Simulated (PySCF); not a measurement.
## Electronic structure of C7H9OPSi (SMILES Cc1pccc(C=O)c1[SiH3]) in real space

| atom | x (Å) | y (Å) | z (Å) |
| --- | --- | --- | --- |
| C | 2.4859 | -0.4738 | 0.4257 |
| C | 1.0307 | -0.7776 | 0.1921 |
| P | 0.6843 | -2.4974 | 0.1754 |
| C | -1.0278 | -2.4959 | -0.0899 |
| C | -1.7712 | -1.3597 | -0.2777 |
| C | -1.2512 | -0.0621 | -0.2490 |
| C | -2.2127 | 0.9989 | -0.5510 |
| O | -3.4072 | 0.8572 | -0.6449 |
| C | 0.1004 | 0.2374 | 0.0118 |
| Si | 0.6147 | 2.0699 | 0.1742 |
| H | 2.8764 | 0.1954 | -0.3386 |
| H | 2.6310 | -0.0021 | 1.3967 |
| H | 3.0678 | -1.3949 | 0.4084 |
| H | -1.5194 | -3.4600 | -0.1291 |
| H | -2.8342 | -1.4409 | -0.4694 |
| H | -1.7523 | 1.9921 | -0.7250 |
| H | 1.9254 | 2.2084 | 0.8071 |
| H | -0.3330 | 2.7655 | 1.0454 |
| H | 0.6824 | 2.6488 | -1.1696 |

Geometry: GFN2-xTB.

Level of theory: PBE0/pcSseg-1, SCF density, gas phase, non-relativistic in PySCF 2.14.0.

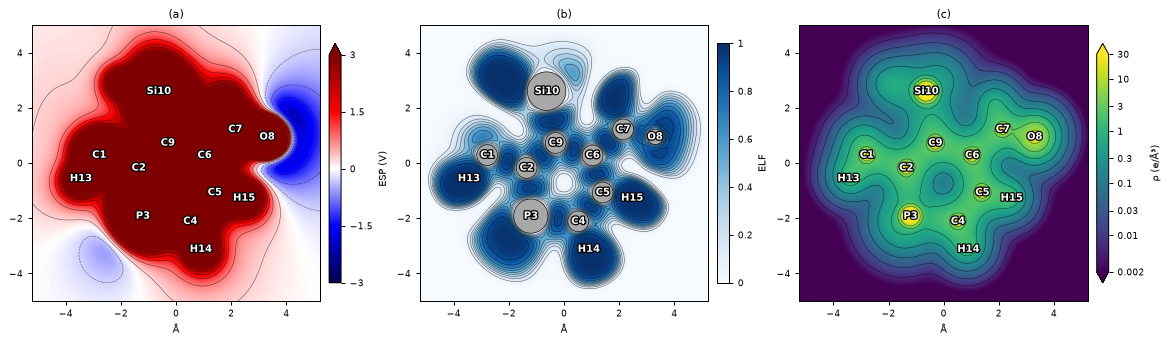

Figure 1. (a) electrostatic potential; (b) electron localisation function; (c) total electron density on the plane of atoms C2, C9 and C6. Grey discs cover the atomic cores in the ELF map.

Question: Read the bonding off the picture.

Answer: Atoms in the plane: C, P, O, Si and H. C–O (1.21 Å): the density is about 3.3 e/Å³ at the midpoint; the ELF peaks at about 0.85 between the atoms: a short, multiple covalent bond. C–C (1.37 Å): ρ is about 2.1 e/Å³ halfway; the ELF peaks at about 0.95 between the atoms: localised, covalent bonding. C–P (1.73 Å): ρ at the midpoint is about 1.3 e/Å³; the ELF peaks at about 0.95 between the atoms; localised, covalent bonding. C–Si (1.91 Å): ρ at the midpoint is about 0.9 e/Å³; the ELF peaks at about 0.95 between the atoms, as expected for localised, covalent bonding. C–H (1.08 Å): ρ at the midpoint is about 2 e/Å³; the ELF climbs to about 1 towards the hydrogen, as it does in any bond to H: an ordinary covalent bond to hydrogen. The ELF also peaks beside P3 and O8, away from the bonds: lone-pair regions. Outside the dense part of the molecule the potential is most negative (−2.0 V) near O8.

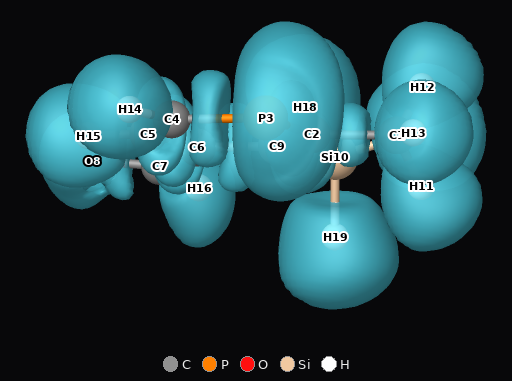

Figure 2. Isosurface of the ELF at 0.75 (cyan), seen from one side. Core shells and regions of very low density are left out.

Question: Identify the bonds, lone pairs and shells in this picture.

Answer: The surface consists of six regions between bonded C–C atoms (shared pairs), two regions between bonded C–P atoms (shared pairs), one region between bonded C–Si atoms (shared pairs), nine regions around hydrogen nuclei, one region on O in which the atom's valence shell and bonds are merged and one lobe on P, pointing away from the bonds (lone pairs).

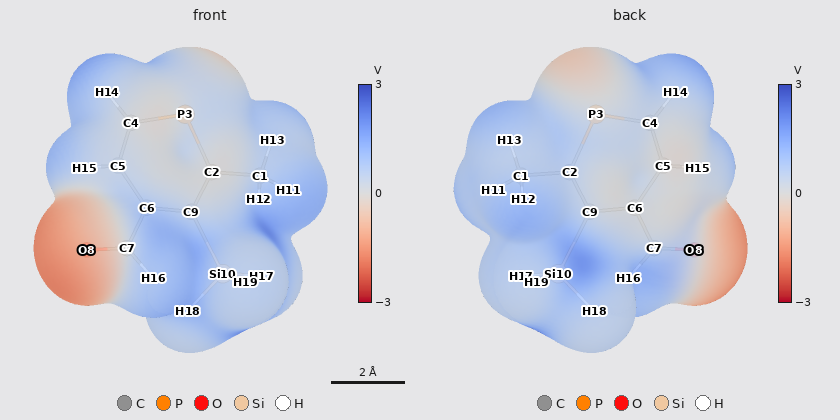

Figure 3. The molecular electrostatic potential painted on the density surface at 0.004 e/bohr³, seen from the front and from behind; red is negative and blue positive.

Question: Describe the electrostatic potential map.

Answer: The most negative region (about −1.7 V, or −39 kcal/mol for a unit charge) lies over O8, the most positive (about +1.9 V, or +44 kcal/mol for a unit charge) over Si10. O8 is the likeliest acceptor of a hydrogen bond.

Question: What dipole moment does the calculation give?

Answer: Its dipole moment is 2.56 D.
